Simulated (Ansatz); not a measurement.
# CH5BO: the cost of one run

Method: PBE0-D4/def2-TZVP structures, single points in def2-TZVPP, no counterpoise correction; program: Ansatz 0.2.0, Gaussian basis.

Levels: SPW92, PBE-D4, BLYP-D4, r2SCAN-D4, B97M-V, PBE0-D4, B3LYP-D4, r2SCAN0-D4, BHLYP-D4, CAM-B3LYP-D4, wB97X-V, wB97M-V, B2PLYP, PBE-QIDH, RPA on PBE, Hartree-Fock, MP2, CCSD, CCSD(T).

Correlated methods freeze the cores. B3LYP uses VWN-RPA correlation. B2PLYP carries no dispersion term here.

94 further runs of the same task are left out: 94 set aside as unsound or not needed.

## 1. Starting geometry

The complex: 10 atoms, charge 0, spin multiplicity 1.

Atoms are counted from 1 here; the program's logs count them from 0.

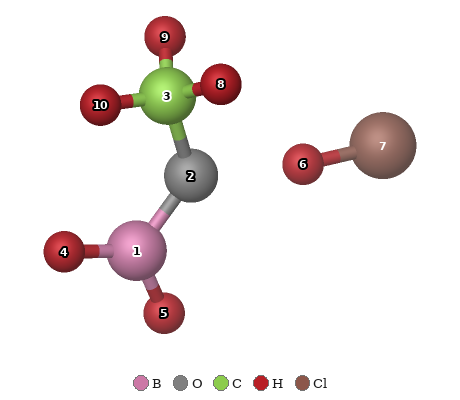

Start geometry, drawn with boron pink, oxygen grey, carbon green, hydrogen red, chlorine brown; atoms are numbered from 1 in the order of the file.

Coordinates:

```
B    -1.1576    0.3045   -0.9095
O    -0.1097    0.1765   -0.0752
C     0.4490   -1.0817    0.2769
H    -1.6579   -0.6747   -1.3894
H    -1.5344    1.4164   -1.1264
H     0.7529    1.5826    0.7318
Cl    1.4632    2.4611    1.3737
H     1.4976   -1.0928   -0.0225
H     0.3860   -1.1997    1.3592
H    -0.0890   -1.8922   -0.2186
```

Its parts: CH5BO holds atoms 1, 2, 3, 4, 5, 8, 9, 10; HCl holds atoms 6, 7. Each part counts its atoms afresh in its own runs.

## 2. Relaxing CH5BO alone

relax-a/in.yaml

```yaml
crystal:
  periodic: [false, false, false]
  atoms:
    - {symbol: B, position_ang: [-1.157569, 0.304479, -0.909470]}
    - {symbol: O, position_ang: [-0.109728, 0.176513, -0.075161]}
    - {symbol: C, position_ang: [0.448983, -1.081727, 0.276896]}
    - {symbol: H, position_ang: [-1.657949, -0.674690, -1.389382]}
    - {symbol: H, position_ang: [-1.534376, 1.416413, -1.126391]}
    - {symbol: H, position_ang: [1.497594, -1.092783, -0.022530]}
    - {symbol: H, position_ang: [0.385977, -1.199706, 1.359237]}
    - {symbol: H, position_ang: [-0.088980, -1.892202, -0.218625]}
basis:
  gaussian: {orbitals: def2-TZVP}
hamiltonian: {xc: pbe0, dispersion: d4}
relax: {f_tol: 0.005, max_steps: 200}
```

Command:

```
$ ansatz run in.yaml --threads 4 --pin off --events-out ev --progress --plain --max-ram 9574MiB
```

What time and memory should one allow on 4 threads of Intel Xeon at 2.50GHz, shared host?

About 15 s, with a peak of 0.48 GiB.
